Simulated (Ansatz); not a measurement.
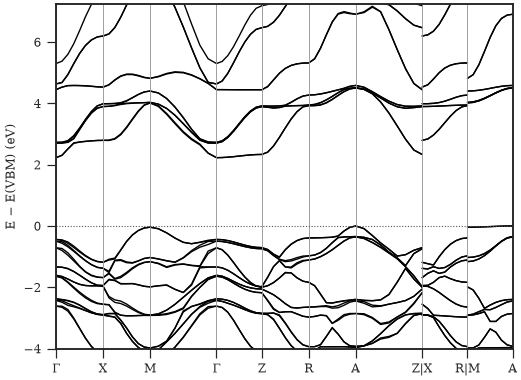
Figure: Band structure from r²SCAN with spin–orbit coupling (plane waves, PAW; program Ansatz)

Question: Read off the gap and where the band edges lie.

Answer: About 2.2 eV (2.23 eV by a search for the band edges); maximum at A, minimum at Γ.

The material is BaTiO3 in space group P4mm (No. 99; Ti on 1b, Ba on 1a, O on 1b, O on 2c).

The cell was relaxed with r²SCAN under the symmetry of its start. At this level the phase is dynamically unstable (imaginary phonons). No spin polarisation was allowed.

Potentials: the later of the program's two PAW sets.
